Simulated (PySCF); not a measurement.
**TlBr: how settings move a single point**

Which settings matter for TlBr? Each run alters one on purpose. The structure is generated, not taken from experiment.

Program: PySCF 2.14.0. Level of theory: B3LYP, Tl def2-SVP with ECP60, Br def2-SVP; scalar-relativistic core potentials, no spin–orbit coupling. These are calculated values, not measurements.

3 further runs of the same task are left out: 2 for a known fault of the program, 1 that didn't finish.

### Step 1. The system as given

2 atoms, charge 0, spin multiplicity 1.

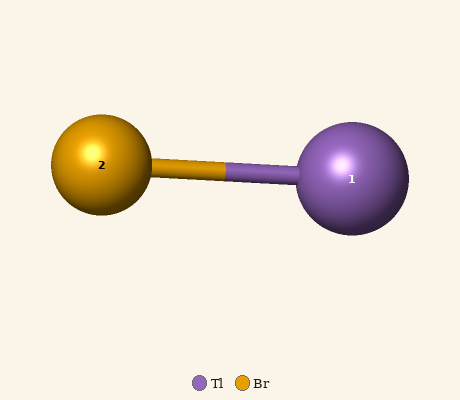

The geometry (thallium purple, bromine amber); atoms are numbered from 1 in the order of the file.

Geometry (Å):

```
Tl    0.0000    0.0000   -0.7067
Br    0.0000    0.0000    1.9868
```

Formal oxidation states: Tl +1. An earlier session relaxed this geometry at B3LYP, Tl def2-SVP with ECP60, Br def2-SVP (singlet, point group C∞v).

The sound run used a (50, 194) grid (finer on f atoms), a threshold of 1e-8 and at most 55 cycles, and ended at -2746.533440 Eh.

### Step 2. Altered run 1

run.py (the lines that set the calculation)

```python
mol = gto.M(atom='''
Tl     0.00000     0.00000    -0.66429
Br     0.00000     0.00000     1.86761''',
    basis={'Tl': 'def2-SVP', 'Br': 'def2-SVP'},
    ecp={'Tl': 'def2-SVP'},
    charge=0, spin=0)
mf = dft.RKS(mol, xc='B3LYP')
mf.grids.atom_grid = (50, 194)
mf = mf.density_fit()  # fitting sets: Tl def2-universal-JKFIT, Br def2-universal-JKFIT
mf.conv_tol = 1e-08; mf.max_cycle = 55
mf.kernel(dm0)  # dm0: free metal ions and neutral atoms
```

The run is started by

```
$ OMP_NUM_THREADS=2 python run.py
```

The log of the run:

```text
init E= -2788.66681629055
  HOMO = -0.104039014699766  LUMO = 0.0138130553861544  gap/eV = 3.20692
cycle= 1 E= -2741.37905834959  delta_E= 47.3  |g|= 5.41  |ddm|= 4.32
  HOMO = -0.525574344110311  LUMO = -0.285694148290185  gap/eV = 6.52747
cycle= 2 E= -2683.06318007909  delta_E= 58.3  |g|= 10.3  |ddm|= 18.6
  HOMO = -0.407021546309909  LUMO = -0.244090887851429  gap/eV = 4.43357
cycle= 3 E= -2741.95219040963  delta_E= -58.9  |g|= 2.99  |ddm|= 18.5
  HOMO = -0.153766902335377  LUMO = -0.0549350004106875  gap/eV = 2.68935
cycle= 4 E= -2744.89791339941  delta_E= -2.95  |g|= 2.15  |ddm|= 7.91
  HOMO = -0.208337714170135  LUMO = -0.00537539475739536  gap/eV = 5.52289
cycle= 5 E= -2746.3231365604  delta_E= -1.43  |g|= 0.756  |ddm|= 3.84
  HOMO = -0.267443820956961  LUMO = -0.0517165752705304  gap/eV = 5.87024
cycle= 6 E= -2746.49101884398  delta_E= -0.168  |g|= 0.27  |ddm|= 1.19
  HOMO = -0.243316708473333  LUMO = -0.0678160772295592  gap/eV = 4.77562
cycle= 7 E= -2746.5276049774  delta_E= -0.0366  |g|= 0.0703  |ddm|= 0.68
  HOMO = -0.254478619364352  LUMO = -0.0701903363604437  gap/eV = 5.01474
cycle= 8 E= -2746.5290767497  delta_E= -0.00147  |g|= 0.0113  |ddm|= 0.121
  HOMO = -0.254129823348645  LUMO = -0.0689017478624194  gap/eV = 5.04031
cycle= 9 E= -2746.52913480019  delta_E= -5.81e-05  |g|= 0.0032  |ddm|= 0.0244
  HOMO = -0.254209330803734  LUMO = -0.0685990331214  gap/eV = 5.05071
cycle= 10 E= -2746.52913867755  delta_E= -3.88e-06  |g|= 0.000781  |ddm|= 0.00508
  HOMO = -0.254284828527366  LUMO = -0.0686299871432416  gap/eV = 5.05193
cycle= 11 E= -2746.52913886647  delta_E= -1.89e-07  |g|= 0.000163  |ddm|= 0.00106
  HOMO = -0.254286813470741  LUMO = -0.0686229797329195  gap/eV = 5.05217
cycle= 12 E= -2746.52913887722  delta_E= -1.08e-08  |g|= 1.47e-05  |ddm|= 0.000272
  HOMO = -0.254286627346399  LUMO = -0.0686226330886812  gap/eV = 5.05217
cycle= 13 E= -2746.52913887725  delta_E= -2.59e-11  |g|= 1.3e-06  |ddm|= 1.46e-05
  HOMO = -0.254286045234941  LUMO = -0.068622287711045  gap/eV = 5.05217
Extra cycle  E= -2746.52913887725  delta_E= -4.55e-13  |g|= 6.14e-07  |ddm|= 4.45e-06
converged SCF energy = -2746.52913887725
```

Run time: 1 s. Hardware: 2 threads of Arm Neoverse V1, shared host.

Changed: the scale of all coordinates (0.94). It converges in 13 cycles, +0.117 eV from the sound run, with a largest force component of 1.63 eV/Å. The setting is unsound, so these numbers aren't the compound's.

### Step 3. Altered run 2

run.py (the lines that set the calculation)

```python
mol = gto.M(atom='''
Tl     0.00000     0.00000    -0.70669
Br     0.00000     0.00000     0.39331''',
    basis={'Tl': 'def2-SVP', 'Br': 'def2-SVP'},
    ecp={'Tl': 'def2-SVP'},
    charge=0, spin=0)
mf = dft.RKS(mol, xc='B3LYP')
mf.grids.atom_grid = (50, 194)
mf = mf.density_fit()  # fitting sets: Tl def2-universal-JKFIT, Br def2-universal-JKFIT
mf.conv_tol = 1e-08; mf.max_cycle = 80
mf.kernel(dm0)  # dm0: free metal ions and neutral atoms
```

The run is started by

```
$ OMP_NUM_THREADS=2 python run.py
```

The log of the run:

```text
init E= -2792.20532925289
  HOMO = 0.03137331161498  LUMO = 0.0870326588904288  gap/eV = 1.51457
cycle= 1 E= -2737.67712761757  delta_E= 54.5  |g|= 4.77  |ddm|= 22.9
cycle= 2 E= -2735.79631988686  delta_E= 1.88  |g|= 4.83  |ddm|= 23.9
  HOMO = -0.121613905319236  LUMO = -0.0118435305596377  gap/eV = 2.98700
cycle= 3 E= -2739.72231244633  delta_E= -3.93  |g|= 0.97  |ddm|= 10.4
  HOMO = -0.0951138930967659  LUMO = -1.52164683552798e-05  gap/eV = 2.58777
cycle= 4 E= -2739.91849956504  delta_E= -0.196  |g|= 0.419  |ddm|= 10.6
  HOMO = -0.136432275282424  LUMO = -0.0187869925245337  gap/eV = 3.20129
cycle= 5 E= -2739.96013714441  delta_E= -0.0416  |g|= 0.0561  |ddm|= 5.41
  HOMO = -0.130040593746855  LUMO = -0.0124744205431643  gap/eV = 3.19914
cycle= 6 E= -2739.96090060647  delta_E= -0.000763  |g|= 0.00801  |ddm|= 0.506
  HOMO = -0.131265458524979  LUMO = -0.0131385299684933  gap/eV = 3.21440
cycle= 7 E= -2739.96091616071  delta_E= -1.56e-05  |g|= 0.00176  |ddm|= 0.121
  HOMO = -0.131073731285063  LUMO = -0.0130071155342059  gap/eV = 3.21276
cycle= 8 E= -2739.96091715031  delta_E= -9.9e-07  |g|= 8.51e-05  |ddm|= 0.01
  HOMO = -0.131060224755892  LUMO = -0.0129931206207078  gap/eV = 3.21277
cycle= 9 E= -2739.96091715883  delta_E= -8.51e-09  |g|= 3.21e-05  |ddm|= 0.00374
  HOMO = -0.131052277929136  LUMO = -0.0129891782746043  gap/eV = 3.21266
Extra cycle  E= -2739.96091715906  delta_E= -2.36e-10  |g|= 3.03e-05  |ddm|= 0.000695
converged SCF energy = -2739.96091715906
```

It took 1.5 s on 2 threads of Arm Neoverse V1, shared host.

Changed: one atom's place (atom 2 put 1.1 Å from the metal); the cycle limit is 80. It converges in 9 cycles, +178.847 eV from the sound run, with a largest force component of 762.20 eV/Å. The setting is unsound, so these numbers aren't the compound's.

### Step 4. Altered run 3

run.py (the lines that set the calculation)

```python
mol = gto.M(atom='''
Tl     0.00000     0.00000    -0.70669
Br     0.00000     0.00000     1.98682''',
    basis={'Tl': 'def2-SVP', 'Br': 'def2-SVP'},
    ecp={'Tl': 'def2-SVP'},
    charge=0, spin=0)
mf = dft.RKS(mol, xc='B3LYP')
mf.grids.atom_grid = (50, 194)
mf = mf.density_fit()  # fitting sets: Tl def2-universal-JKFIT, Br def2-universal-JKFIT
mf.conv_tol = 1e-08; mf.max_cycle = 55
mf.kernel(dm0)  # dm0: smeared density
```

The run is started by

```
$ OMP_NUM_THREADS=2 python run.py
```

The log of the run:

```text
init E= -2746.49480063447
  HOMO = -0.262347918557148  LUMO = -0.0761806838742837  gap/eV = 5.06587
cycle= 1 E= -2746.53116176813  delta_E= -0.0364  |g|= 0.0665  |ddm|= 0.146
  HOMO = -0.232853833022413  LUMO = -0.0800535522180308  gap/eV = 4.15791
cycle= 2 E= -2746.52721854278  delta_E= 0.00394  |g|= 0.13  |ddm|= 0.328
  HOMO = -0.25160971992767  LUMO = -0.0761913902507887  gap/eV = 4.77338
cycle= 3 E= -2746.53340161076  delta_E= -0.00618  |g|= 0.00904  |ddm|= 0.184
  HOMO = -0.253631889216294  LUMO = -0.075933116310122  gap/eV = 4.83543
cycle= 4 E= -2746.53343963399  delta_E= -3.8e-05  |g|= 0.0011  |ddm|= 0.0155
  HOMO = -0.253727220581645  LUMO = -0.0757804320810241  gap/eV = 4.84218
cycle= 5 E= -2746.53344011903  delta_E= -4.85e-07  |g|= 0.000341  |ddm|= 0.00217
  HOMO = -0.253752970084126  LUMO = -0.075802929809795  gap/eV = 4.84227
cycle= 6 E= -2746.53344015403  delta_E= -3.5e-08  |g|= 1.32e-05  |ddm|= 0.000432
  HOMO = -0.253755355630437  LUMO = -0.0758048764249626  gap/eV = 4.84228
cycle= 7 E= -2746.53344015408  delta_E= -4.82e-11  |g|= 2.88e-06  |ddm|= 2.7e-05
  HOMO = -0.253755618436301  LUMO = -0.0758055418361948  gap/eV = 4.84227
Extra cycle  E= -2746.53344015407  delta_E= 2.73e-12  |g|= 2.33e-06  |ddm|= 1.07e-05
converged SCF energy = -2746.53344015407
```

Run time: 0.9 s. Hardware: 2 threads of Arm Neoverse V1, shared host.

Changed: the starting guess (smeared density). It converges in 7 cycles, at the sound run's energy within 0.001 eV, with a largest force component of 0.00 eV/Å. The result survives the change.

### Step 5. Altered run 4

Changes to run.py (the lines that set the calculation) since step 4:

```diff
@@ -9,3 +9,3 @@
 mf = mf.density_fit()  # fitting sets: Tl def2-universal-JKFIT, Br def2-universal-JKFIT
-mf.conv_tol = 1e-08; mf.max_cycle = 55
-mf.kernel(dm0)  # dm0: smeared density
+mf.conv_tol = 1e-06; mf.max_cycle = 55
+mf.kernel(dm0)  # dm0: free metal ions and neutral atoms
```

The run is started by

```
$ OMP_NUM_THREADS=2 python run.py
```

The log of the run:

```text
init E= -2788.6088284203
  HOMO = -0.107641598541874  LUMO = 0.0175905651477188  gap/eV = 3.40774
cycle= 1 E= -2740.83635928763  delta_E= 47.8  |g|= 5.42  |ddm|= 4.37
  HOMO = -0.586011641875949  LUMO = -0.330666686846409  gap/eV = 6.94829
cycle= 2 E= -2679.78075212808  delta_E= 61.1  |g|=  9.9  |ddm|= 18.7
  HOMO = -0.41556478095134  LUMO = -0.213864554672123  gap/eV = 5.48854
cycle= 3 E= -2740.8187140104  delta_E=  -61  |g|= 2.93  |ddm|= 18.8
  HOMO = -0.150549142570158  LUMO = -0.0909102944293256  gap/eV = 1.62286
cycle= 4 E= -2742.08447214418  delta_E= -1.27  |g|= 3.86  |ddm|= 12.9
  HOMO = -0.169239879152826  LUMO = 0.00605869064039542  gap/eV = 4.77012
cycle= 5 E= -2745.786166456  delta_E= -3.7  |g|= 1.43  |ddm|= 9.44
  HOMO = -0.232473901550279  LUMO = -0.010349357147675  gap/eV = 6.04432
cycle= 6 E= -2746.4187341086  delta_E= -0.633  |g|=  0.5  |ddm|= 2.28
  HOMO = -0.273887157258304  LUMO = -0.0784126153323644  gap/eV = 5.31913
cycle= 7 E= -2746.51623523665  delta_E= -0.0975  |g|= 0.21  |ddm|= 1.04
  HOMO = -0.247898283620807  LUMO = -0.0751568898858479  gap/eV = 4.70053
cycle= 8 E= -2746.533202956  delta_E= -0.017  |g|= 0.0294  |ddm|= 0.381
  HOMO = -0.254218138914393  LUMO = -0.0755536357341895  gap/eV = 4.86171
cycle= 9 E= -2746.53342474378  delta_E= -0.000222  |g|= 0.00576  |ddm|= 0.0404
  HOMO = -0.253686596831918  LUMO = -0.0756639623966281  gap/eV = 4.84424
cycle= 10 E= -2746.53343989308  delta_E= -1.51e-05  |g|= 0.000823  |ddm|= 0.00918
  HOMO = -0.253786012331861  LUMO = -0.0757689270022014  gap/eV = 4.84409
cycle= 11 E= -2746.53344006776  delta_E= -1.75e-07  |g|= 0.000443  |ddm|= 0.00153
  HOMO = -0.253685958669491  LUMO = -0.0758376651975424  gap/eV = 4.83950
Extra cycle  E= -2746.53343994629  delta_E= 1.21e-07  |g|= 0.000777  |ddm|= 0.00186
converged SCF energy = -2746.53343994629
```

Run time: 1 s. Hardware: 2 threads of Arm Neoverse V1, shared host.

Changed: the SCF threshold (1e-06). It converges in 11 cycles, at the sound run's energy within 0.001 eV, with a largest force component of 0.00 eV/Å. The result survives the change.

### Step 6. Side by side

| run | changed | ending | energy change (eV) | cycles | time | usable |
| --- | --- | --- | --- | --- | --- | --- |
| 1 | the scale of all coordinates | converged | +0.117 | 13 | 1 s | no |
| 2 | one atom's place | converged | +178.847 | 9 | 1.5 s | no |
| 3 | the starting guess | converged | 0.000 | 7 | 0.9 s | yes |
| 4 | the SCF threshold | converged | 0.000 | 11 | 1 s | yes |

2 of 4 altered runs give a usable result. 2 ended normally with numbers unfit to quote.
